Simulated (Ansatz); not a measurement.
**AlH6NOSi: energies of removing a hydrogen in Python**

The task is energies of removing a hydrogen, for AlH6NOSi.

Computed with the Python package of Ansatz 0.2.0. Level of theory: B3LYP/def2-TZVP.

### Step 1. Starting point

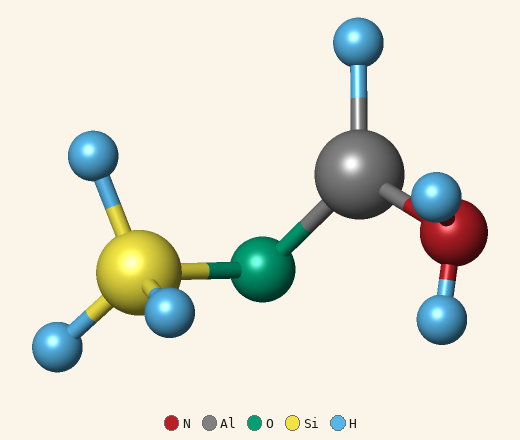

The starting structure, viewed from a chosen angle; nitrogen red, aluminium grey, oxygen teal, silicon yellow, hydrogen blue.

alh6nosi.xyz, read by the script:

```xyz
10

N    -0.58370    2.14390    0.32830
Al   -1.07840    0.35430    0.62860
O    -0.95310   -0.86610   -0.74490
Si    0.77300   -1.42780   -0.65700
H     0.18630    2.40240    0.91150
H    -0.29820    2.26860   -0.67230
H    -1.51250   -0.11440    2.08550
H     0.94780   -2.41030   -1.72740
H     1.64830   -0.31110   -0.81430
H     0.95370   -2.09070    0.66500
```

### Step 2. The script

alh6nosi.py reads:

```python
import ansatz


def energy_of(molecule, charge=0, unpaired=0):
    calc = molecule.calculation().basis(gaussian="def2-TZVP").functional("B3LYP")
    if charge:
        calc = calc.charge(charge)
    if unpaired:
        calc = calc.spin("collinear", total=unpaired)
    return calc.run().report["free_energy_ev"]

def without(molecule, index):
    rest = ansatz.Crystal.molecule()
    for i, site in enumerate(molecule.cartesian_sites):
        if i != index:
            rest = rest.atom(site.symbol, site.position_ang)
    return rest

system = ansatz.Crystal.molecule_from_extxyz("alh6nosi.xyz")

whole = energy_of(system, 0)
hydrogen = energy_of(ansatz.Crystal.molecule().atom("H", (0, 0, 0)), 0, 1)
print(f"E(molecule) = {whole:.5f} eV, E(H) = {hydrogen:.5f} eV")
for index in [5, 6, 9]:
    radical = energy_of(without(system, index), 0, 1)
    print(f"H{index}: homolysis {23.060548 * (radical + hydrogen - whole):.1f} kcal/mol")
```

### Step 3. The calls as engine input

The package turns the script's settings into the engine's input (first run):

```yaml
crystal:
  periodic: [false, false, false]
  atoms:
    - { symbol: "N", position_ang: [-0.5837, 2.1439, 0.3283] }
    - { symbol: Al, position_ang: [-1.0784, 0.3543, 0.6286] }
    - { symbol: O, position_ang: [-0.9531, -0.8661, -0.7449] }
    - { symbol: Si, position_ang: [0.773, -1.4278, -0.657] }
    - { symbol: H, position_ang: [0.1863, 2.4024, 0.9115] }
    - { symbol: H, position_ang: [-0.2982, 2.2686, -0.6723] }
    - { symbol: H, position_ang: [-1.5125, -0.1144, 2.0855] }
    - { symbol: H, position_ang: [0.9478, -2.4103, -1.7274] }
    - { symbol: H, position_ang: [1.6483, -0.3111, -0.8143] }
    - { symbol: H, position_ang: [0.9537, -2.0907, 0.665] }
basis:
  gaussian:
    orbitals: def2-TZVP
hamiltonian:
  xc: b3lyp
```

### Step 4. Launch

The run is started by

```bash
python alh6nosi.py
```

The log of the run:

```text
E(molecule) = -18115.13140 eV, E(H) = -13.66431 eV
H5: homolysis 114.8 kcal/mol
H6: homolysis 86.0 kcal/mol
H9: homolysis 93.3 kcal/mol
```

Wall time 38 s (1 thread of Arm Neoverse V1, shared host); peak memory 0.47 GiB.

### Step 5. What changed from run to run

The engine's inputs for some of the other runs:

Run 3, against run 1:

```diff
@@ -9 +8,0 @@
-    - { symbol: H, position_ang: [-0.2982, 2.2686, -0.6723] }
@@ -18,0 +18,3 @@
+magnetization:
+  spin_polarized: true
+  initial_magnetization: 1.0
```

Run 4, against run 1:

```diff
@@ -10 +9,0 @@
-    - { symbol: H, position_ang: [-1.5125, -0.1144, 2.0855] }
@@ -18,0 +18,3 @@
+magnetization:
+  spin_polarized: true
+  initial_magnetization: 1.0
```

Run 5, against run 1:

```diff
@@ -13 +12,0 @@
-    - { symbol: H, position_ang: [0.9537, -2.0907, 0.665] }
@@ -18,0 +18,3 @@
+magnetization:
+  spin_polarized: true
+  initial_magnetization: 1.0
```

### Step 6. What the script built

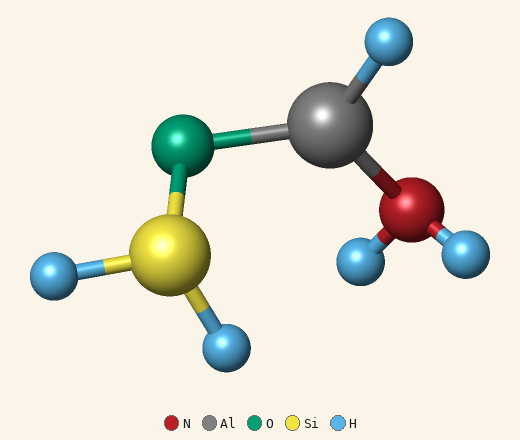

The system of run 5 as the script built it (9 atoms; nitrogen red, aluminium grey, oxygen teal, silicon yellow, hydrogen blue).

### Step 7. The engine's runs

From the records of these 5 runs:

```
run    system  unpaired or total moment  energy (eV)  <S²>  SCF cycles  CPU time (s)
  1  AlH6NOSi                   not set  -18115.1314  0.00          16           5.4
  2         H                         1     -13.6643  0.75           8          0.06
  3  AlH5NOSi                         1  -18096.4879  0.75          29            13
  4  AlH5NOSi                         1  -18097.7399  0.75          19           9.7
  5  AlH5NOSi                         1  -18097.4221  0.75          19           9.3
```

Totals carry meaning only in balanced differences at one level of theory.

### Step 8. Results

```
                                              quantity                               value
weakest bond to hydrogen among those tried (homolysis)  H6 (counted from 0), 86.0 kcal/mol
                                         runs compared                                   5
```

What this shows: Atoms are numbered as in the script, from 0. The fragments aren't relaxed and zero-point energy is left out, so these aren't bond dissociation enthalpies. All 5 runs converged, in 8 to 29 cycles. What to keep in mind:
- The geometry is a force-field or estimated start, not a minimum of this method, and the basis set is short of its limit. All parts are taken at fixed geometry, without zero-point energy.
- b3lyp holds the VWN-RPA fit, as in Gaussian; the form of ORCA and Turbomole is b3lyp5.
